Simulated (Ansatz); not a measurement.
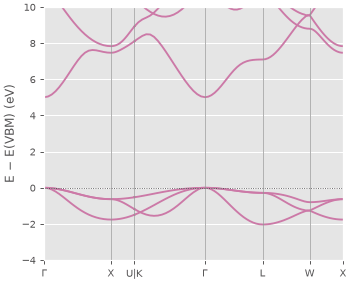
Figure: Band structure from PBEsol in the plane-wave PAW code Ansatz

### Question
Read off the gap and where the band edges lie.

### Answer
About 5.0 eV (5.01 eV by a search for the band edges); maximum at Γ, minimum at Γ.

The material is NaCl (rock salt, space group No. 225).

Space group Fm-3m (rock salt). The PBEsol relaxation kept the symmetry of its start; phonons on a q-mesh show no instability.

Potentials: the later of the program's two PAW sets.
